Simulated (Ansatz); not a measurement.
# BCCD(T)/6-31G(d) (spherical functions) run of C3H8Si (SMILES CC(C)[SiH])

Aim: the energy change on altering one bond length of C3H8Si at BCCD(T)/6-31G* (spherical functions), from 2 runs. 

The calculation is run with Ansatz 0.2.0.

62 further runs of the same task are left out: 62 set aside as unsound or not needed.

**1. The system as given**

C3H8Si has 12 atoms, charge 0, and is taken as a singlet. SMILES: `CC(C)[SiH]`. The shape is that of a PBE0-D4/def2-TZVP optimisation. This is one conformer, not always the lowest.

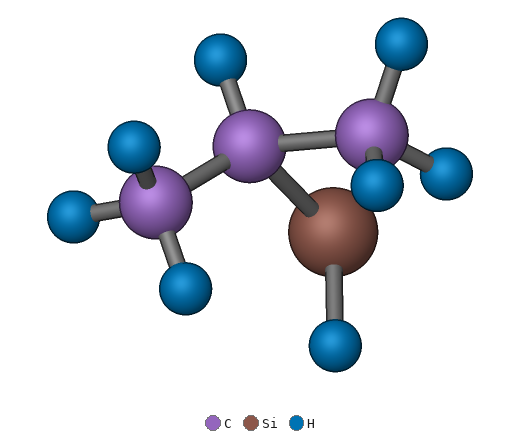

The structure, seen from a chosen angle (carbon purple, silicon brown, hydrogen blue).

**2. A single-point energy at BCCD(T)/6-31G(d) (spherical functions)**

Input file input.yaml:

```yaml
crystal:
  periodic: [false, false, false]
  atoms:
    - {symbol: C, position_ang: [-0.253100, 0.907000, -1.062800]}
    - {symbol: C, position_ang: [0.097600, -0.436300, -0.460200]}
    - {symbol: C, position_ang: [0.789900, -0.357500, 0.904100]}
    - {symbol: Si, position_ang: [-1.169000, -1.505700, 0.467600]}
    - {symbol: H, position_ang: [-0.840100, 0.787500, -1.976500]}
    - {symbol: H, position_ang: [-0.850600, 1.498900, -0.364400]}
    - {symbol: H, position_ang: [0.640200, 1.486400, -1.322400]}
    - {symbol: H, position_ang: [0.694200, -1.034400, -1.150400]}
    - {symbol: H, position_ang: [0.750400, 0.645900, 1.325000]}
    - {symbol: H, position_ang: [0.284700, -1.010900, 1.698600]}
    - {symbol: H, position_ang: [1.807500, -0.747500, 0.908500]}
    - {symbol: H, position_ang: [-1.874800, -0.288600, 1.067000]}
basis:
  gaussian: {orbitals: 6-31G_st_-spherical.json}
total_charge: 0
correlation: {method: bccd_t, frozen_orbitals: {C: 1, H: 0, Si: 5}}
accuracy: high
scf: {omitted_lower_state_checks: [cluster_reference, increment]}
```

The basis set 6-31G* is read from a file made from the Basis Set Exchange's data (not shown).

Started as:

```
$ ansatz run input.yaml --threads 1 --pin off --max-ram 3480MiB --events-out events.jsonl --progress --plain --runs-dir runs
```

The log of the run (excerpt; [...] marks lines left out):

```text
Warning: RAYON_NUM_THREADS=1 ignored (pool sized by the plan → 1); use --threads N
Functional definition: HF
  name "HF"
[...]
1918 factors; integrals over basis functions are off by at most 3.9e-9 eV
[...]
mean field -11077.64368164 eV, -407.0958966038 hartree, gradient 7.9e-8 eV, S^2 0.000000; 0 other end points of the search recorded, 0 dependent functions left out
8 core orbitals not correlated: weight in the atoms' cores, before any rotation towards them, 1.000 or more for the frozen orbitals, at most 0.000 for the correlated occupied ones
reference -11077.64368164 eV, -407.0958966038 hartree; 12, 12 occupied and 56, 56 virtual orbitals, 1918 factors
second order -12.79122359 eV of doubles, -0.00000000 eV of singles
cycle   1  -13.76032757 eV  change   -9.7e-1 eV  update   9.2e-2
[...]
cycle  23  -14.28342011 eV  change   7.5e-10 eV  update   1.4e-9
perturbative correction -0.45993801 eV, -0.0169024101 hartree
Total energy: -11092.38703977 eV, -407.6377050215 hartree
Checks for a lower state left out: cluster_reference, increment
```

Run time: 9.9 s. Hardware: 1 thread of Intel Xeon 6975P-C (Granite Rapids), shared host; peak memory 0.52 GiB.

**3. The distorted shape**

Input file job.yaml:

```yaml
crystal:
  periodic: [false, false, false]
  atoms:
    - {symbol: C, position_ang: [-0.041357, 0.541865, -1.242623]}
    - {symbol: C, position_ang: [0.309343, -0.801435, -0.640023]}
    - {symbol: C, position_ang: [1.001643, -0.722635, 0.724277]}
    - {symbol: Si, position_ang: [-0.957257, -1.870835, 0.287777]}
    - {symbol: H, position_ang: [-0.628357, 0.422365, -2.156323]}
    - {symbol: H, position_ang: [-0.638857, 1.133765, -0.544223]}
    - {symbol: H, position_ang: [0.851943, 1.121265, -1.502223]}
    - {symbol: H, position_ang: [0.905943, -1.399535, -1.330223]}
    - {symbol: H, position_ang: [0.962143, 0.280765, 1.145177]}
    - {symbol: H, position_ang: [0.496443, -1.376035, 1.518777]}
    - {symbol: H, position_ang: [2.019243, -1.112635, 0.728677]}
    - {symbol: H, position_ang: [-1.874800, -0.288600, 1.067000]}
basis:
  gaussian: {orbitals: 6-31G_st_-spherical.json}
correlation: {method: bccd_t, frozen_orbitals: {C: 1, H: 0, Si: 5}}
accuracy: high
scf: {omitted_lower_state_checks: [cluster_reference, increment]}
```

The basis set 6-31G* is read from a file made from the Basis Set Exchange's data (not shown).

Started as:

```
$ ansatz run job.yaml --threads 1 --pin off --max-ram 3480MiB --events-out events.jsonl --progress --plain --runs-dir runs
```

The log of the run (excerpt; [...] marks lines left out):

```text
Warning: RAYON_NUM_THREADS=1 ignored (pool sized by the plan → 1); use --threads N
[... 2 set-up lines as earlier in the session ...]
[...]
1922 factors; integrals over basis functions are off by at most 3.8e-9 eV
[...]
mean field -11076.64095353 eV, -407.0590470255 hartree, gradient 9.4e-8 eV, S^2 0.000000; 0 other end points of the search recorded, 0 dependent functions left out
8 core orbitals not correlated: weight in the atoms' cores, before any rotation towards them, 1.000 or more for the frozen orbitals, at most 0.000 for the correlated occupied ones
reference -11076.64095353 eV, -407.0590470255 hartree; 12, 12 occupied and 56, 56 virtual orbitals, 1922 factors
second order -12.88845352 eV of doubles, -0.00000000 eV of singles
cycle   1  -13.89010840 eV  change    -1.0e0 eV  update   1.0e-1
[...]
cycle  25  -14.47462835 eV  change   2.0e-10 eV  update   1.2e-9
perturbative correction -0.48654047 eV, -0.0178800325 hartree
Total energy: -11091.60212236 eV, -407.6088598386 hartree
Checks for a lower state left out: cluster_reference, increment
```

Wall time 10 s (1 thread of Intel Xeon 6975P-C (Granite Rapids), shared host); peak memory 0.53 GiB.

**4. Results**

At BCCD(T)/6-31G* (spherical functions), 8 core orbitals frozen:

| quantity | value |
| --- | --- |
| first shape: total energy | -407.63771 Eh |
| first shape: correlation energy (8 core orbitals frozen) | -541.8 mEh |
| first shape: (T) correction | -16.90 mEh |
| distorted shape: total energy | -407.60886 Eh |
| distorted shape: correlation energy (8 core orbitals frozen) | -549.8 mEh |
| distorted shape: (T) correction | -17.88 mEh |
| energy change with the Si4–H12 bond stretched from 1.529 to 1.988 Å | 0.785 eV |

With the Si4–H12 bond stretched from 1.529 to 1.988 Å the energy rises by 0.78 eV (75.7 kJ/mol). The first shape isn't relaxed at this level, so the change isn't measured from a minimum. The triples (first shape) make up 3.1 % of the correlation energy. The triples (distorted shape) make up 3.3 % of the correlation energy.
